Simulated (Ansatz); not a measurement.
The calculation's input:

```
crystal:
  periodic: [false, false, false]
  atoms:
    - { symbol: Si, position_ang: [-0.1504, -0.6411, 0.3547] }
    - { symbol: "N", position_ang: [1.259, 0.2708, -0.9421] }
    - { symbol: H, position_ang: [-0.4306, -1.7597, -0.5672] }
    - { symbol: H, position_ang: [0.5209, -1.2144, 1.5111] }
    - { symbol: "N", position_ang: [-1.647, 0.1856, 0.2856] }
    - { symbol: H, position_ang: [1.1645, 1.1006, 0.0991] }
    - { symbol: F, position_ang: [0.5539, 1.0632, 1.1385] }
    - { symbol: H, position_ang: [2.13, -0.2171, -1.0604] }
    - { symbol: H, position_ang: [0.906, 0.5919, -1.8273] }
    - { symbol: H, position_ang: [-1.8223, 0.9569, 0.9076] }
    - { symbol: H, position_ang: [-2.484, -0.3368, 0.1005] }
basis:
  gaussian: { orbitals: "6-31G*" }
hamiltonian:
  xc: b3lyp
relax:
  f_tol: 0.15
  max_steps: 25
  restrain:
    - { distance: [0, 6], at: 2.98, k: 30.0 }
    - { distance: [5, 1], at: 2.32, k: 30.0 }
    - { distance: [0, 1], at: 1.82, k: 30.0 }
    - { distance: [5, 6], at: 0.88, k: 30.0 }
output:
  orbitals: {}
```

Command:

```sh
ansatz run input.yaml --threads 2 --pin off --max-ram 3072MiB --backend cpu --events-out ev --progress --plain --runs-dir out
```

The fields are those of the run's last geometry, not of the input's.

Not at a stationary point (largest force 1.5 eV/Å).

The calculation used RKS B3LYP/6-31G* in Ansatz.

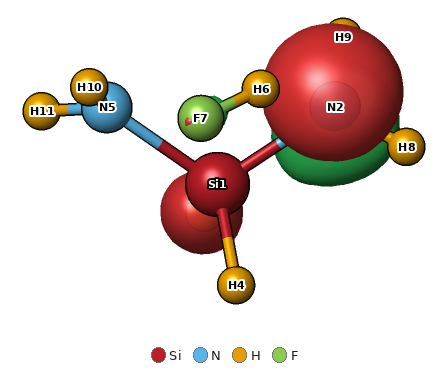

H6N2Si···HF. The HOMO−1 at ±0.2 Å⁻³ᐟ² (green and red are the two phases), seen from one side.

Q: What is the character of this orbital?

A: By Hirshfeld shares it lies mainly on N2 (about 65 %) and H3 (about 10 %). Its energy is −7.12 eV.
